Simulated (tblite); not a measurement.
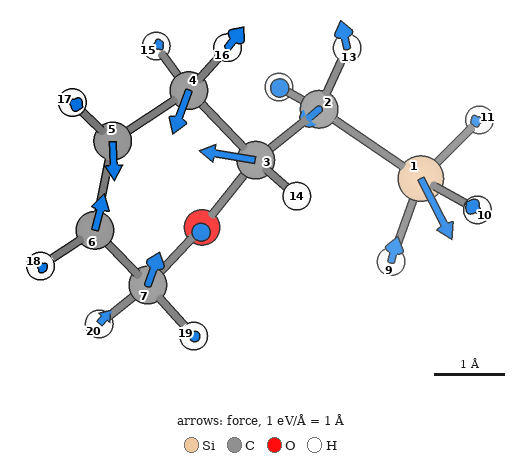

Starting geometry of C6H12OSi with the computed forces as blue arrows. The picture is a ball-and-stick view, seen at a tilt.

The calculation used tblite 0.8.0, GFN2-xTB geometry optimisation, gas phase. 

Question: Is this structure relaxed? If not, where do the atoms go?

Answer: It isn't relaxed: the largest force vector, on the Si atom, is 1.03 eV/Å. The final displacements have little in common with the starting forces (cosine between the two patterns 0.08). After 124 geometry steps the energy has fallen by 15.6 kJ/mol. The atom that moves furthest after the best rigid fit is an H atom (1.18 Å). Largest moves by element: H 1.18 Å, Si 0.49 Å, O 0.44 Å, C 0.42 Å. Near-neighbour distances that change, for instance: O–Si 3.346 → 2.652 Å, H–Si 1.487 → 1.457 Å, C–O 1.435 → 1.406 Å, C–C 1.555 → 1.531 Å. Bond angles that change, for instance: Si–C–C 115.1° → 106.9°, Si–C–H 106.8° → 112.8°, C–C–C 110.2° → 114.9°. Groups turn about C–C by about 35°. The run took 0.79 s on 1 thread of Arm Neoverse V2, on a shared host.
